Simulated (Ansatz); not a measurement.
# FH$_{3}$PSn (doublet): what the fields show

```yaml
atoms:
  - { symbol: F, position_ang: [-0.3504, 0.1883, -3.5121] }
  - { symbol: P, position_ang: [-0.7449, 1.5691, -1.1298] }
  - { symbol: Sn, position_ang: [-1.1572, -1.0038, -2.1119] }
  - { symbol: H, position_ang: [0.6035, 1.9521, -1.3404] }
  - { symbol: H, position_ang: [-0.9634, 2.2372, 0.1086] }
  - { symbol: H, position_ang: [-1.3569, 2.5148, -1.9900] }
```

Geometry: PBE0-D3(BJ)/def2-SVP; core potentials replace the inner electrons of Sn.

Theory: isolated molecule in a Gaussian basis; Kohn-Sham density functional theory, functional PBE0 (Ansatz).

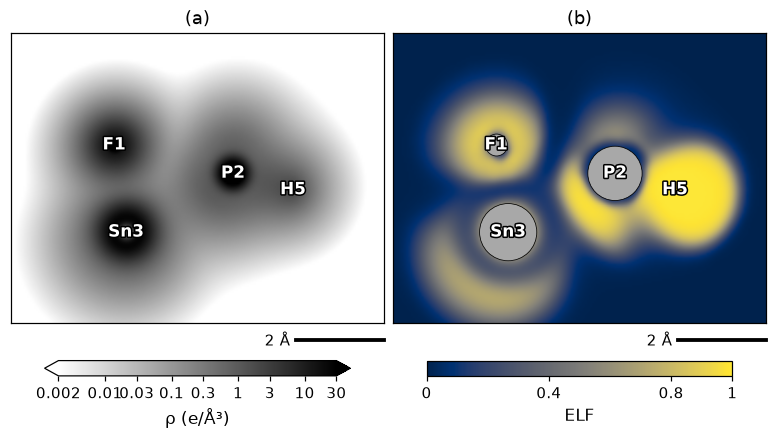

Figure 1. (a) electron density; (b) ELF on the plane of atoms Sn3, P2 and H5. Grey discs cover the atomic cores in the ELF map.

### Interpret the plot.

- Atoms in the plane: F, P, Sn and H.
- Sn–F (2.01 Å): ρ is about 0.68 e/Å³ halfway; the ELF peaks at about 0.80 in the valence shell of F, 0.5 Å from its nucleus, and drops to about 0.15 between the two atoms.
- Sn–P (2.78 Å): the density is about 0.29 e/Å³ at the midpoint; the ELF peaks at about 0.95 in the valence shell of P, 1.0 Å from its nucleus, and drops to about 0.15 between the two atoms.
- P–H (1.42 Å): the density is about 1.1 e/Å³ at the midpoint; the ELF climbs to about 1 towards the hydrogen, as it does in any bond to H.
- The ELF also peaks beside F1, away from the bonds: non-bonding electrons, paired or unpaired.

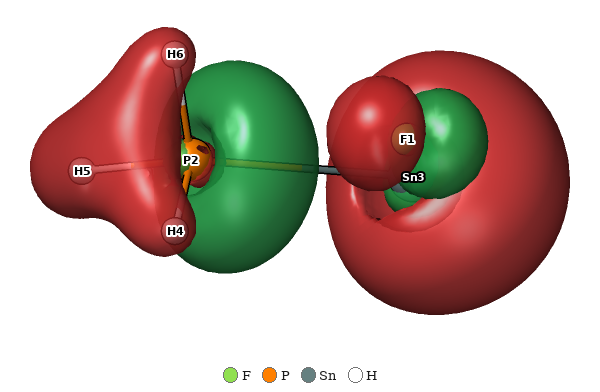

Figure 2. The HOMO (β) at ±0.1 Å⁻³ᐟ² (green and red are the two phases), seen from one side.

### Where does this orbital lie, and at what energy?

It lies mainly on Sn3 (about 50 %), P2 (about 30 %) and F1 (about 10 %). Its energy is −7.80 eV.

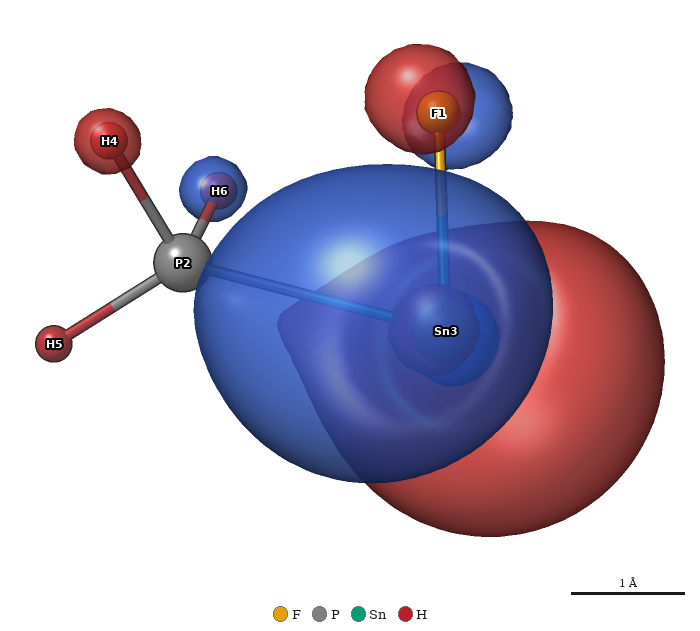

Figure 3. The HOMO (α) at ±0.1 Å⁻³ᐟ² (blue and red are the two phases), seen at a tilt.

### Describe this orbital and give its energy.

It lies mainly on Sn3 (about 85 %). Its energy is −4.49 eV.
